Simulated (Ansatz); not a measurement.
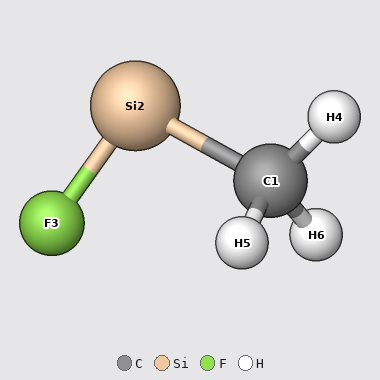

The system is CH₃FSi, SMILES C[Si]F; the picture shows the grid point nearest to the relaxed geometry. Two internal coordinates are moved rigidly from the geometry relaxed at PBE0-D4/def2-TZVP, all others fixed. The first coordinate is: bond C1–H5; the second: torsion H4–C1–Si2–F3. Grid: 7 × 6 points. Points are written as (first, second). Energies: eV, counted from the lowest grid point. Computed with RKS PBE0-D4/def2-TZVPP in Ansatz.

Its coordinates:

```xyz
6

C    -0.3330    0.3878   -0.1760
Si    0.4670   -0.5782    1.2326
F     1.6179   -1.3308    0.3757
H    -1.0170    1.1619    0.1790
H     0.4493    0.8590   -0.7928
H    -0.8816   -0.2984   -0.8328
```

Range: bond C1–H5 from 0.966 to 1.536 Å; torsion H4–C1–Si2–F3 from −167 to −67°.

### Predict the map.

The lowest grid point is at (1.102 Å, −167°). It lies at the edge of the scanned range, so the true minimum may lie outside. The energy also falls towards the edge at (1.102 Å, −67°) (0.008 eV above the lowest), where a further well may lie outside the range. The highest grid point, (1.536 Å, −127°), lies 1.56 eV above the lowest.

```
torsion H4–C1–Si2–F3 ↓, bond C1–H5 →  0.966  1.021  1.102  1.197  1.302  1.416  1.536
                                 −67   0.36   0.11   0.01   0.14   0.48   0.96   1.51
                                 −87   0.37   0.12   0.02   0.16   0.50   0.98   1.54
                                −107   0.38   0.13   0.03   0.17   0.52   1.00   1.56
                                −127   0.37   0.13   0.03   0.17   0.52   1.00   1.56
                                −147   0.36   0.12   0.01   0.16   0.50   0.98   1.54
                                −167   0.35   0.10   0.00   0.14   0.48   0.96   1.51
```

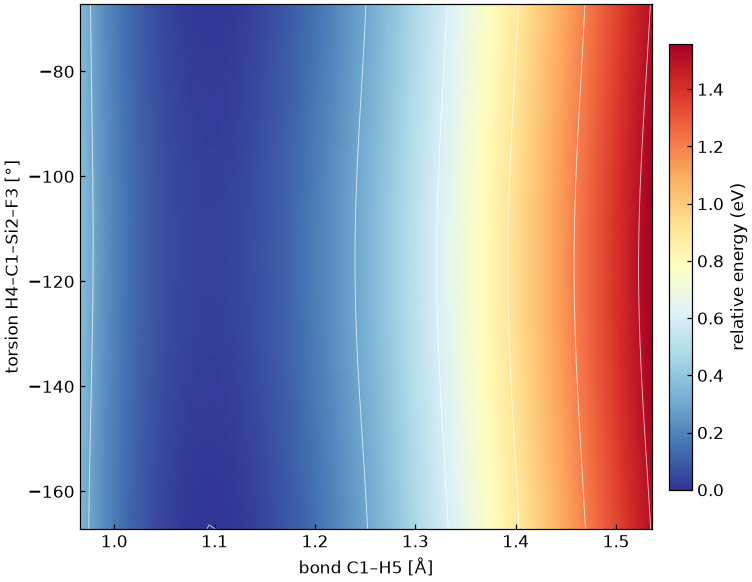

In the figure: a smooth colour map with a few white contour lines. Between grid points the surface is interpolated.
